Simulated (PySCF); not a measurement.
Al(Cl)(nPr)2, SMILES CC[CH2][Al]([Cl])[CH2]CC (C6H14AlCl) at its GFN2-xTB optimised geometry (Å):

```
22

Al    -1.3678    -1.3642     0.0000
Cl    -2.3663    -3.1379    -0.0152
C      0.6446    -1.3642     0.0000
C      1.2334    -2.7637     0.2398
C      2.7584    -2.7542     0.2067
H      1.0363    -0.6773     0.7617
H      1.0389    -0.9790    -0.9505
H      0.8957    -3.1418     1.2095
H      0.8610    -3.4543    -0.5229
H      3.1169    -2.4090    -0.7614
H      3.1544    -3.7524     0.3826
H      3.1526    -2.0891     0.9731
C     -2.4241     0.3400     0.0000
C     -1.5441     1.5941     0.0961
C     -2.3676     2.8765     0.0311
H     -3.1544     0.3512     0.8229
H     -3.0354     0.4067    -0.9129
H     -0.9816     1.5741     1.0329
H     -0.8142     1.5915    -0.7176
H     -2.9173     2.9296    -0.9069
H     -1.7256     3.7524     0.1018
H     -3.0849     2.9106     0.8491
```

Level of theory: PBE0/def2-SVP (PySCF).

Map of the Laplacian of the electron density (e/bohr⁵), clipped to [-1.50, 1.50] on the plane z = 0.8 Å:

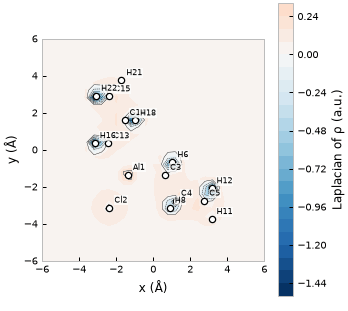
Figure. Laplacian of the electron density (e/bohr⁵), clipped to [-1.50, 1.50] on the plane z = 0.8 Å.
